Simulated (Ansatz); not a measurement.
| atom | x (Å) | y (Å) | z (Å) |
| --- | --- | --- | --- |
| C | -0.7035 | 0.9997 | -2.0017 |
| C | -0.0570 | 0.9991 | -0.6238 |
| C | -0.9836 | 0.4774 | 0.4663 |
| C | 0.2863 | -2.3815 | -0.3962 |
| Sn | -1.6736 | -1.6290 | 0.2869 |
| H | -1.6261 | 1.6025 | -2.0092 |
| H | -0.0329 | 1.4063 | -2.7743 |
| H | -0.9789 | -0.0225 | -2.3184 |
| H | 0.2731 | 2.0278 | -0.3864 |
| H | 0.8656 | 0.3947 | -0.6546 |
| H | -1.8744 | 1.1215 | 0.5665 |
| H | -0.4817 | 0.5033 | 1.4542 |
| H | 0.3074 | -3.4789 | -0.4601 |
| H | 1.0793 | -2.0464 | 0.2937 |
| H | 0.5250 | -1.9680 | -1.3908 |

Geometry: PBE0-D3(BJ)/def2-SVP; core potentials replace the inner electrons of Sn.

All numbers below come from isolated molecule in a Gaussian basis; Kohn-Sham density functional theory, functional PBE0 (Ansatz 0.2.0).

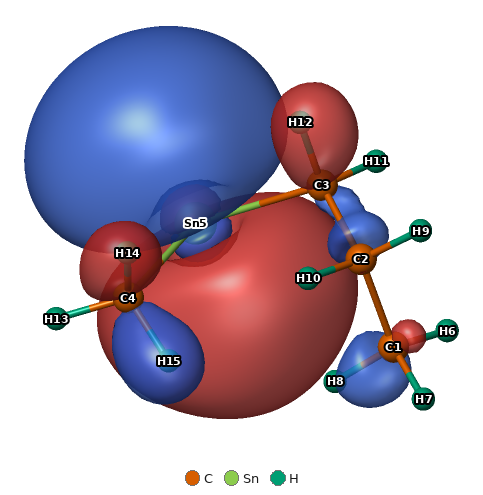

C4H10Sn (SMILES CC[CH2][Sn][CH3]). The LUMO at ±0.06 Å⁻³ᐟ² (red and blue are the two phases), seen across its widest extent.

Describe this orbital and give its energy.

Answer. Its weight (Hirshfeld) is mainly on Sn5 (about 85 %). Its energy is −2.30 eV.
